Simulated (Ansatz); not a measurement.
Run report: AlN2H7Se, phonon calculation

AlN2H7Se, computed with RKS PBE-D4/def2-SVP (Ansatz 0.2.0).

It belongs to a series of runs on one base structure; here: vibrations at the highest image of the band. Figures and captions count atoms from 1; the log counts them from 0 in places.

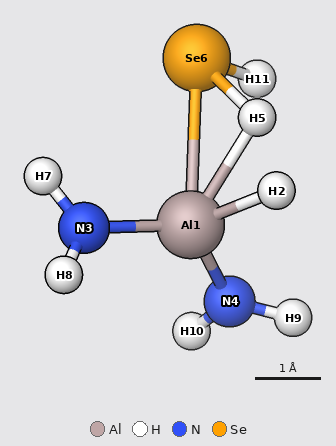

Figure 1. The structure as given in the input (ball-and-stick view, seen at a tilt; atoms are numbered from 1 in the order of the input). Sticks mark near contacts. Bond lengths as drawn: Al–H 1.69 to 1.97 Å, Al–N 1.79 Å, Al–Se 2.67 Å, H–N 1.02 Å and H–Se 1.48 to 1.66 Å.

Input file:
```yaml
crystal:
  periodic: [false, false, false]
  atoms:
    - { symbol: Al, position_ang: [0.219045, -0.190287, -0.214835] }
    - { symbol: H, position_ang: [0.307348, 0.762828, -1.604895] }
    - { symbol: "N", position_ang: [1.674213, -0.523022, 0.781289] }
    - { symbol: "N", position_ang: [-1.109922, -1.362025, -0.453959] }
    - { symbol: H, position_ang: [-0.054239, 1.689402, -0.751152] }
    - { symbol: Se, position_ang: [-0.448181, 2.203361, 0.773094] }
    - { symbol: H, position_ang: [2.033468, 0.100685, 1.505954] }
    - { symbol: H, position_ang: [2.394063, -1.199302, 0.516778] }
    - { symbol: H, position_ang: [-1.732409, -1.391234, -1.263242] }
    - { symbol: H, position_ang: [-1.404591, -2.043799, 0.248105] }
    - { symbol: H, position_ang: [-1.878698, 1.953594, 0.462864] }
basis:
  gaussian: { orbitals: def2-SVP }
hamiltonian:
  xc: pbe
  dispersion: d4
phonons: {}
```

Run as:
```bash
ansatz run input.yaml --threads 2 --pin off --max-ram 3072MiB --backend cpu --events-out ev --progress --plain --runs-dir out
```

Log:
```
Engine: ansatz 0.2.0, aarch64-unknown-linux-gnu
Functional definition: PBE
  parameter kappa = 0.804
  parameter beta = 0.06672455060314922
  exchange = pbe_x(kappa = kappa, mu = beta*pi^2/3)
  correlation = pbe_c(beta = beta)
1289 factors; their error is unknown
mean field evaluation 1: about -74995.0952 eV, gradient 9.1e1 eV
mean field evaluation 2: about -74859.6802 eV, gradient 2.0e2 eV
mean field evaluation 4: about -75010.9799 eV, gradient 2.2e1 eV
mean field evaluation 8: about -75012.2876 eV, gradient 4.9e-1 eV
mean field evaluation 16: about -75012.1492 eV, gradient 3.8e-4 eV
mean field -75012.14918211 eV, -2756.6456373817 hartree, gradient 5.0e-6 eV, S^2 0.000000; 0 other end points of the search recorded, 0 dependent functions left out
the calculation of the forces begins
reference -75012.14922415 eV, -2756.6456389265 hartree; 34, 34 occupied and 79, 79 virtual orbitals, 1289 factors
these checks for a lower state are left out or cut short: stability, starts, cluster_reference, orbital_swaps, neighbouring_geometries, increment
1289 factors; their error is unknown
mean field -75012.14909065 eV, -2756.6456340204 hartree, gradient 1.9e-6 eV, S^2 0.000000; 0 other end points of the search recorded, 0 dependent functions left out
[... from here on the field's lines of each further geometry are left out, up to the last ...]
the calculation of the forces begins
reference -75012.14922437 eV, -2756.6456389349 hartree; 34, 34 occupied and 79, 79 virtual orbitals, 1289 factors
these checks for a lower state are left out or cut short: stability, starts, cluster_reference, orbital_swaps, neighbouring_geometries, increment
1289 factors; their error is unknown
mean field evaluation 416: about -75012.1492 eV, gradient 1.2e-6 eV
mean field -75012.14916972 eV, -2756.6456369265 hartree, gradient 1.2e-6 eV, S^2 0.000000; 0 other end points of the search recorded, 0 dependent functions left out
the calculation of the forces begins
reference -75012.14921176 eV, -2756.6456384712 hartree; 34, 34 occupied and 79, 79 virtual orbitals, 1289 factors
WARN: phonons: modes at or below zero, which the zero-point energy, F, S and C_V leave out: 1, the lowest at -455.96 cm⁻¹. A minimum has none, and a first-order saddle one
Total energy: -75012.37837837 eV, -2756.6540601889 hartree
Atom 0 at     0.219045    -0.190287    -0.214835 Å, force     0.000414    -0.000063    -0.000205 eV/Å
Atom 1 at     0.307348     0.762828    -1.604895 Å, force     0.000490    -0.000224    -0.000582 eV/Å
Atom 2 at     1.674213    -0.523022     0.781289 Å, force     0.004565     0.001698     0.002849 eV/Å
Atom 3 at    -1.109922    -1.362025    -0.453959 Å, force    -0.000892    -0.000443    -0.000543 eV/Å
Atom 4 at    -0.054239     1.689402    -0.751152 Å, force    -0.000631     0.000147    -0.000093 eV/Å
Atom 5 at    -0.448181     2.203361     0.773094 Å, force     0.000067     0.000313     0.000385 eV/Å
Atom 6 at     2.033468     0.100685     1.505954 Å, force    -0.001994     0.001850     0.001907 eV/Å
Atom 7 at     2.394063    -1.199302     0.516778 Å, force    -0.001736    -0.002763    -0.003689 eV/Å
Atom 8 at    -1.732409    -1.391234    -1.263242 Å, force    -0.000236    -0.000338     0.000322 eV/Å
Atom 9 at    -1.404591    -2.043799     0.248105 Å, force    -0.000232     0.000176    -0.000169 eV/Å
Atom 10 at    -1.878698     1.953594     0.462864 Å, force     0.000186    -0.000353    -0.000180 eV/Å
Dipole moment:    -0.131886    -0.058354     0.045380 e Å
Vibrations: -455.96 94.00 125.38 187.06 214.66 251.42 262.09 292.04 351.34 402.36 452.48 592.63 657.68 684.20 743.91 867.40 894.27 1098.35 1262.53 1463.90 1467.81 1652.35 2366.75 3502.63 3505.17 3596.83 3601.78 cm⁻¹, zero-point energy 1.896403 eV
```

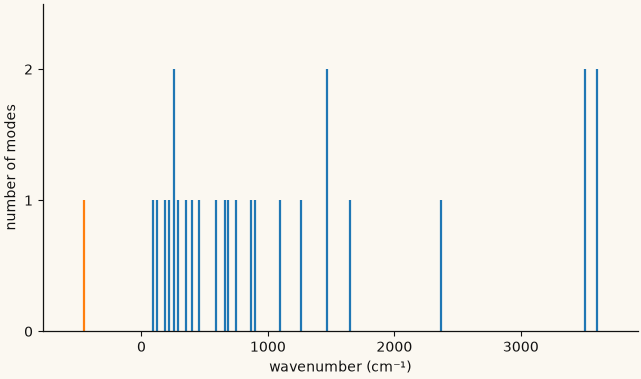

Figure 2. Harmonic vibrational wavenumbers from the force constants; neighbouring modes closer than 18 cm⁻¹ are counted in one stick, and imaginary ones are drawn at negative wavenumbers. 27 modes from 456i to 3602 cm⁻¹, 1 imaginary beyond 8i (456i cm⁻¹): a first-order saddle point, if the geometry is stationary.

Key numbers:

| quantity | value |
| --- | --- |
| outcome | converged |
| total energy | −75012.3784 eV |
| mean-field energy | −75012.1492 eV |
| largest force (length of the vector) | 0.006 eV/Å |
| hardware | 2 threads of Arm Neoverse V1, 24 GiB of memory available, shared host |
| wall time | 89 s (CPU time 2.9 min) |
| peak memory | 0.15 GiB |
